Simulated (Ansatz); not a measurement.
Molecular dynamics of AlSiH4ClO (part 5 of 5)

The same run, continued: AlSiH4ClO; RKS r2SCAN/def2-SVP (Ansatz 0.2.0). It belongs to a series of runs on one base structure; here: dynamics from the highest image of the converged band.

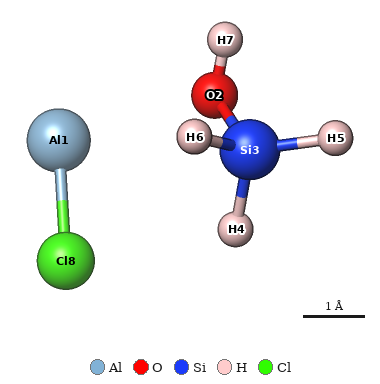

Figure 1. The geometry at step 178 of the log (ball-and-stick view, seen at a tilt; atoms are numbered from 1 in the order of the input).

### Trajectory as extended XYZ, continued
```
8
Properties=species:S:1:pos:R:3:forces:R:3 step=153 time_fs=76.5 energy=-29097.65027 temperature=798.0
Al    0.6158    0.2457   -1.5060   -0.0538  -0.0425   0.1249
O     0.7660   -0.2972    1.7110    0.4880  -0.0094  -0.6486
Si   -0.4014   -0.4431    2.8732   -1.0868   0.1875   1.8554
H    -1.7113   -1.0644    2.5052    0.4012  -0.1157  -0.8258
H    -0.0481   -1.3130    4.0811    0.3844   0.3852  -0.5072
H    -0.9240    0.8802    3.4350    0.6206  -0.2447  -0.2789
H     1.7068   -0.0600    1.8258   -0.8330  -0.1786   0.2304
Cl   -1.4755   -0.2809   -1.6166    0.0793   0.0181   0.0499
8
Properties=species:S:1:pos:R:3:forces:R:3 step=155 time_fs=77.5 energy=-29097.61464 temperature=752.7
Al    0.6133    0.2469   -1.5187    0.0194  -0.0237   0.1279
O     0.7686   -0.2996    1.7151    1.1087   0.1365  -0.4169
Si   -0.4022   -0.4437    2.8771   -1.4234   0.2368   1.8335
H    -1.7104   -1.0701    2.4868    0.4941  -0.0599  -0.7851
H    -0.0922   -1.3237    4.0969    0.4623   0.4594  -0.5680
H    -0.9509    0.8908    3.4256    0.7313  -0.4176  -0.3154
H     1.7163   -0.0509    1.8624   -1.3994  -0.3312   0.0796
Cl   -1.4725   -0.2803   -1.6125    0.0070  -0.0003   0.0442
8
Properties=species:S:1:pos:R:3:forces:R:3 step=157 time_fs=78.5 energy=-29097.60829 temperature=744.6
Al    0.6108    0.2481   -1.5313    0.0946  -0.0041   0.1291
O     0.7718   -0.3020    1.7190    1.1511   0.1476  -0.2049
Si   -0.4034   -0.4443    2.8816   -1.6681   0.2521   1.6567
H    -1.7049   -1.0764    2.4610    0.5571  -0.0095  -0.7214
H    -0.1320   -1.3300    4.1074    0.5372   0.4851  -0.5673
H    -0.9707    0.8975    3.4132    0.7920  -0.5081  -0.3110
H     1.7126   -0.0449    1.8998   -1.3965  -0.3436  -0.0214
Cl   -1.4695   -0.2797   -1.6085   -0.0674  -0.0194   0.0401
8
Properties=species:S:1:pos:R:3:forces:R:3 step=160 time_fs=80.0 energy=-29097.65425 temperature=803.0
Al    0.6072    0.2499   -1.5503    0.2089   0.0258   0.1282
O     0.7779   -0.3053    1.7245    0.2378  -0.0969  -0.0368
Si   -0.4062   -0.4449    2.8894   -1.8412   0.2131   1.1142
H    -1.6864   -1.0858    2.4095    0.5820   0.0465  -0.5888
H    -0.1817   -1.3308    4.1132    0.6339   0.4275  -0.4465
H    -0.9864    0.8985    3.3891    0.7813  -0.4792  -0.2326
H     1.6842   -0.0414    1.9556   -0.4218  -0.0881   0.0254
Cl   -1.4650   -0.2789   -1.6024   -0.1810  -0.0487   0.0368
8
Properties=species:S:1:pos:R:3:forces:R:3 step=162 time_fs=81.0 energy=-29097.68636 temperature=844.4
Al    0.6049    0.2511   -1.5628    0.2846   0.0455   0.1269
O     0.7822   -0.3076    1.7282   -0.6658  -0.3582  -0.0471
Si   -0.4089   -0.4453    2.8951   -1.8293   0.1428   0.6008
H    -1.6672   -1.0916    2.3680    0.5500   0.0681  -0.4800
H    -0.2074   -1.3262    4.1115    0.6812   0.3280  -0.2907
H    -0.9874    0.8934    3.3701    0.7042  -0.3479  -0.1370
H     1.6587   -0.0406    1.9930    0.5312   0.1900   0.1908
Cl   -1.4621   -0.2783   -1.5983   -0.2562  -0.0682   0.0363
8
Properties=species:S:1:pos:R:3:forces:R:3 step=164 time_fs=82.0 energy=-29097.70995 temperature=875.1
Al    0.6026    0.2523   -1.5753    0.3583   0.0645   0.1259
O     0.7861   -0.3102    1.7319   -1.2132  -0.5287  -0.0303
Si   -0.4123   -0.4456    2.9010   -1.7243   0.0319   0.0080
H    -1.6428   -1.0968    2.3219    0.4827   0.0775  -0.3583
H    -0.2266   -1.3185    4.1071    0.7096   0.1896  -0.0880
H    -0.9817    0.8850    3.3499    0.5738  -0.1316  -0.0126
H     1.6381   -0.0379    2.0323    1.1426   0.3842   0.3183
Cl   -1.4592   -0.2778   -1.5942   -0.3295  -0.0874   0.0369
8
Properties=species:S:1:pos:R:3:forces:R:3 step=166 time_fs=83.0 energy=-29097.73518 temperature=907.3
Al    0.6005    0.2535   -1.5878    0.4284   0.0825   0.1255
O     0.7893   -0.3130    1.7355   -0.9985  -0.4624   0.2018
Si   -0.4162   -0.4459    2.9069   -1.5391  -0.1197  -0.6171
H    -1.6137   -1.1012    2.2724    0.3875   0.0775  -0.2259
H    -0.2391   -1.3089    4.1019    0.7155   0.0308   0.1372
H    -0.9706    0.8753    3.3296    0.4005   0.1507   0.1302
H     1.6280   -0.0318    2.0744    1.0052   0.3464   0.2099
Cl   -1.4564   -0.2773   -1.5901   -0.3996  -0.1058   0.0385
8
Properties=species:S:1:pos:R:3:forces:R:3 step=169 time_fs=84.5 energy=-29097.74374 temperature=917.9
Al    0.5976    0.2555   -1.6064    0.5250   0.1071   0.1245
O     0.7931   -0.3177    1.7413    0.2309  -0.0280   0.9462
Si   -0.4231   -0.4464    2.9153   -1.1606  -0.3910  -1.4865
H    -1.5635   -1.1065    2.1944    0.2139   0.0691  -0.0105
H    -0.2450   -1.2945    4.0971    0.6758  -0.1810   0.4299
H    -0.9473    0.8645    3.3018    0.1125   0.5959   0.3389
H     1.6283   -0.0172    2.1401   -0.1012  -0.0407  -0.3851
Cl   -1.4525   -0.2765   -1.5840   -0.4963  -0.1314   0.0427
8
Properties=species:S:1:pos:R:3:forces:R:3 step=171 time_fs=85.5 energy=-29097.71641 temperature=883.3
Al    0.5959    0.2568   -1.6187    0.5821   0.1219   0.1226
O     0.7958   -0.3209    1.7458    0.9161   0.2462   1.4339
Si   -0.4281   -0.4469    2.9203   -0.8905  -0.5479  -1.9272
H    -1.5272   -1.1091    2.1421    0.0904   0.0637   0.1421
H    -0.2407   -1.2868    4.0986    0.6143  -0.2568   0.5289
H    -0.9301    0.8638    3.2871   -0.0489   0.8005   0.4403
H     1.6290   -0.0074    2.1801   -0.7097  -0.2808  -0.7873
Cl   -1.4500   -0.2761   -1.5798   -0.5538  -0.1469   0.0468
8
Properties=species:S:1:pos:R:3:forces:R:3 step=173 time_fs=86.5 energy=-29097.68913 temperature=848.5
Al    0.5944    0.2582   -1.6311    0.6324   0.1351   0.1192
O     0.7989   -0.3240    1.7512    1.1837   0.3850   1.7337
Si   -0.4335   -0.4476    2.9246   -0.6435  -0.6292  -2.2003
H    -1.4901   -1.1112    2.0911   -0.0332   0.0609   0.2984
H    -0.2307   -1.2814    4.1052    0.5242  -0.2552   0.5151
H    -0.9133    0.8707    3.2766   -0.1514   0.8464   0.4890
H     1.6231   -0.0002    2.2128   -0.9076  -0.3823  -1.0069
Cl   -1.4477   -0.2757   -1.5757   -0.6046  -0.1607   0.0518
8
Properties=species:S:1:pos:R:3:forces:R:3 step=175 time_fs=87.5 energy=-29097.67873 temperature=834.8
Al    0.5932    0.2596   -1.6433    0.6748   0.1466   0.1144
O     0.8028   -0.3268    1.7576    0.9980   0.3558   1.7794
Si   -0.4391   -0.4486    2.9282   -0.4297  -0.6031  -2.2963
H    -1.4533   -1.1127    2.0429   -0.1557   0.0596   0.4520
H    -0.2156   -1.2785    4.1166    0.4075  -0.1792   0.3902
H    -0.8978    0.8856    3.2707   -0.1874   0.7050   0.4805
H     1.6088    0.0035    2.2359   -0.6597  -0.3120  -0.9777
Cl   -1.4456   -0.2754   -1.5715   -0.6477  -0.1728   0.0574
8
Properties=species:S:1:pos:R:3:forces:R:3 step=178 time_fs=89.0 energy=-29097.65922 temperature=808.9
Al    0.5918    0.2618   -1.6616    0.7220   0.1598   0.1053
O     0.8096   -0.3307    1.7692    0.0199   0.0112   1.3644
Si   -0.4478   -0.4503    2.9321   -0.1397  -0.3790  -2.1744
H    -1.4013   -1.1138    1.9792   -0.3375   0.0537   0.6544
H    -0.1861   -1.2769    4.1400    0.1971   0.0183   0.0680
H    -0.8780    0.9195    3.2702   -0.1554   0.2255   0.3857
H     1.5777    0.0042    2.2541    0.3899   0.0973  -0.4702
Cl   -1.4427   -0.2749   -1.5653   -0.6962  -0.1868   0.0668
8
Properties=species:S:1:pos:R:3:forces:R:3 step=180 time_fs=90.0 energy=-29097.61385 temperature=750.9
Al    0.5911    0.2634   -1.6738    0.7415   0.1657   0.0991
O     0.8142   -0.3332    1.7780   -0.7454  -0.2948   0.9412
Si   -0.4537   -0.4516    2.9338    0.0684  -0.1590  -1.9856
H    -1.3704   -1.1140    1.9443   -0.4561   0.0419   0.7542
H    -0.1638   -1.2758    4.1569    0.0475   0.1555  -0.1673
H    -0.8666    0.9455    3.2747   -0.1179  -0.1581   0.2959
H     1.5601    0.0053    2.2599    1.1787   0.4419  -0.0106
Cl   -1.4410   -0.2747   -1.5611   -0.7167  -0.1931   0.0731
8
Properties=species:S:1:pos:R:3:forces:R:3 step=182 time_fs=91.0 energy=-29097.56137 temperature=683.9
Al    0.5908    0.2650   -1.6859    0.7508   0.1688   0.0935
O     0.8184   -0.3360    1.7873   -1.0883  -0.4339   0.7209
Si   -0.4595   -0.4530    2.9348    0.3066   0.0725  -1.7599
H    -1.3438   -1.1137    1.9166   -0.5691   0.0214   0.8155
H    -0.1410   -1.2734    4.1722   -0.0974   0.2640  -0.3701
H    -0.8565    0.9700    3.2820   -0.0934  -0.5057   0.2053
H     1.5535    0.0104    2.2654    1.5179   0.6095   0.2157
Cl   -1.4395   -0.2745   -1.5569   -0.7270  -0.1967   0.0791
8
Properties=species:S:1:pos:R:3:forces:R:3 step=184 time_fs=92.0 energy=-29097.52992 temperature=643.1
Al    0.5907    0.2667   -1.6980    0.7495   0.1691   0.0892
O     0.8220   -0.3389    1.7971   -0.7567  -0.2658   0.8701
Si   -0.4652   -0.4544    2.9352    0.5723   0.2893  -1.5268
H    -1.3227   -1.1132    1.8967   -0.6720  -0.0077   0.8351
H    -0.1191   -1.2684    4.1840   -0.2279   0.3279  -0.5140
H    -0.8472    0.9897    3.2913   -0.0918  -0.7711   0.1245
H     1.5611    0.0212    2.2728    1.1534   0.4558   0.0376
Cl   -1.4382   -0.2744   -1.5526   -0.7268  -0.1974   0.0843
8
Properties=species:S:1:pos:R:3:forces:R:3 step=187 time_fs=93.5 energy=-29097.50622 temperature=612.4
Al    0.5910    0.2693   -1.7161    0.7278   0.1639   0.0852
O     0.8266   -0.3436    1.8129    0.3765   0.3112   1.3763
Si   -0.4734   -0.4562    2.9348    0.9834   0.5506  -1.2130
H    -1.3034   -1.1128    1.8817   -0.7949  -0.0621   0.7927
H    -0.0908   -1.2550    4.1923   -0.3787   0.3264  -0.5933
H    -0.8350    1.0051    3.3072   -0.1335  -0.9719   0.0323
H     1.5902    0.0443    2.2830   -0.0737  -0.1253  -0.5704
Cl   -1.4366   -0.2743   -1.5462   -0.7069  -0.1929   0.0902
8
Properties=species:S:1:pos:R:3:forces:R:3 step=189 time_fs=94.5 energy=-29097.50060 temperature=605.6
Al    0.5916    0.2711   -1.7282    0.7004   0.1569   0.0837
O     0.8299   -0.3466    1.8244    0.9365   0.6134   1.5276
Si   -0.4785   -0.4572    2.9340    1.2329   0.6627  -1.0598
H    -1.2998   -1.1131    1.8812   -0.8473  -0.0988   0.7294
H    -0.0762   -1.2422    4.1909   -0.4398   0.2608  -0.5506
H    -0.8284    1.0039    3.3184   -0.1855  -0.9665  -0.0069
H     1.6106    0.0591    2.2839   -0.7163  -0.4421  -0.8159
Cl   -1.4358   -0.2743   -1.5419   -0.6810  -0.1863   0.0924
8
Properties=species:S:1:pos:R:3:forces:R:3 step=191 time_fs=95.5 energy=-29097.52235 temperature=633.7
Al    0.5924    0.2730   -1.7401    0.6633   0.1471   0.0831
O     0.8337   -0.3491    1.8368    1.0918   0.7153   1.4201
Si   -0.4831   -0.4580    2.9328    1.4407   0.7093  -0.9766
H    -1.3044   -1.1144    1.8877   -0.8691  -0.1288   0.6530
H    -0.0658   -1.2269    4.1842   -0.4640   0.1478  -0.4342
H    -0.8236    0.9936    3.3294   -0.2519  -0.8502  -0.0263
H     1.6243    0.0697    2.2772   -0.9652  -0.5637  -0.8122
Cl   -1.4351   -0.2744   -1.5376   -0.6456  -0.1768   0.0932
8
Properties=species:S:1:pos:R:3:forces:R:3 step=193 time_fs=96.5 energy=-29097.57366 temperature=699.3
Al    0.5934    0.2750   -1.7521    0.6171   0.1347   0.0834
O     0.8382   -0.3513    1.8501    0.7935   0.5813   1.0729
Si   -0.4873   -0.4586    2.9313    1.5939   0.6782  -0.9773
H    -1.3172   -1.1169    1.9005   -0.8532  -0.1452   0.5765
H    -0.0598   -1.2102    4.1734   -0.4506  -0.0051  -0.2522
H    -0.8212    0.9752    3.3403   -0.3290  -0.6279  -0.0240
H     1.6291    0.0751    2.2628   -0.7703  -0.4514  -0.5715
Cl   -1.4347   -0.2745   -1.5333   -0.6014  -0.1646   0.0922
8
Properties=species:S:1:pos:R:3:forces:R:3 step=196 time_fs=98.0 energy=-29097.64898 temperature=795.7
Al    0.5954    0.2780   -1.7700    0.5325   0.1119   0.0848
O     0.8457   -0.3539    1.8711   -0.3688  -0.0159   0.2696
Si   -0.4924   -0.4589    2.9285    1.7035   0.4773  -1.1172
H    -1.3516   -1.1233    1.9298   -0.7449  -0.1317   0.4827
H    -0.0587   -1.1859    4.1534   -0.3704  -0.2779   0.1008
H    -0.8238    0.9373    3.3562   -0.4544  -0.1333   0.0199
H     1.6246    0.0762    2.2324    0.2224   0.1114   0.0718
Cl   -1.4343   -0.2747   -1.5267   -0.5198  -0.1418   0.0876
8
Properties=species:S:1:pos:R:3:forces:R:3 step=198 time_fs=99.0 energy=-29097.66870 temperature=821.7
Al    0.5970    0.2800   -1.7819    0.4672   0.0945   0.0866
O     0.8505   -0.3557    1.8853   -1.1814  -0.4558  -0.2170
Si   -0.4952   -0.4590    2.9261    1.6881   0.2627  -1.2405
H    -1.3835   -1.1292    1.9553   -0.6122  -0.0940   0.4384
H    -0.0626   -1.1726    4.1408   -0.2953  -0.4541   0.3384
H    -0.8308    0.9098    3.3670   -0.5319   0.2440   0.0666
H     1.6227    0.0775    2.2120    0.9220   0.5266   0.4454
Cl   -1.4342   -0.2749   -1.5223   -0.4565  -0.1239   0.0822
8
Properties=species:S:1:pos:R:3:forces:R:3 step=200 time_fs=100.0 energy=-29097.68519 temperature=843.4
Al    0.5987    0.2821   -1.7937    0.3961   0.0756   0.0895
O     0.8546   -0.3576    1.8995   -1.4270  -0.6006  -0.4465
Si   -0.4973   -0.4589    2.9233    1.5958   0.0310  -1.2981
H    -1.4213   -1.1359    1.9849   -0.4358  -0.0363   0.4033
H    -0.0693   -1.1636    4.1314   -0.2251  -0.5890   0.5208
H    -0.8429    0.8846    3.3785   -0.5862   0.5777   0.1075
H     1.6294    0.0836    2.1957    1.0693   0.6459   0.5485
Cl   -1.4343   -0.2752   -1.5179   -0.3871  -0.1043   0.0750
```

This output came from the following input.

### Input file
```yaml
crystal:
  periodic: [false, false, false]
  atoms:
    - { symbol: Al, position_ang: [0.46768, 0.078147, -0.735868] }
    - { symbol: O, position_ang: [0.329709, -0.143042, 1.096625] }
    - { symbol: Si, position_ang: [-0.183244, -0.406153, 2.697963] }
    - { symbol: H, position_ang: [-1.599125, -0.866039, 2.668638] }
    - { symbol: H, position_ang: [0.687513, -1.443835, 3.315679] }
    - { symbol: H, position_ang: [-0.067148, 0.865572, 3.463867] }
    - { symbol: H, position_ang: [1.509815, 0.195645, 0.623552] }
    - { symbol: Cl, position_ang: [-1.381601, -0.260992, -1.736156] }
basis:
  gaussian: { orbitals: def2-SVP }
hamiltonian:
  xc: r2scan
md:
  timestep: 0.5
  n_steps: 200
  ensemble: nve
  temperature: 300.0
  initial_velocities: maxwell_boltzmann
  seed: 10879
```

Command:
```bash
ansatz run input.yaml --threads 2 --pin off --max-ram 3072MiB --backend cpu --events-out ev --progress --plain --runs-dir out
```

### Summary

```json
{"quantity": "outcome", "value": "finished"}
{"quantity": "mean temperature over the second half", "value": "837 K"}
{"quantity": "trajectory", "value": "200 steps, 100 fs"}
{"quantity": "ensemble", "value": "nve"}
{"quantity": "temperature in the input", "value": "300.0 K"}
{"quantity": "time step", "value": "0.5 fs"}
{"quantity": "potential energy (last step)", "value": "−29097.6852 eV"}
{"quantity": "mean-field energy (last step)", "value": "−29097.6852 eV"}
{"quantity": "largest force (length of the vector) (last step)", "value": "2.057 eV/Å"}
{"quantity": "hardware", "value": "2 threads of Intel Xeon (Granite Rapids), 32 GiB of memory available, shared host"}
{"quantity": "wall time", "value": "4.5 min (CPU time 8.8 min)"}
{"quantity": "peak memory", "value": "0.16 GiB"}
```

So short a trajectory is not equilibrated.
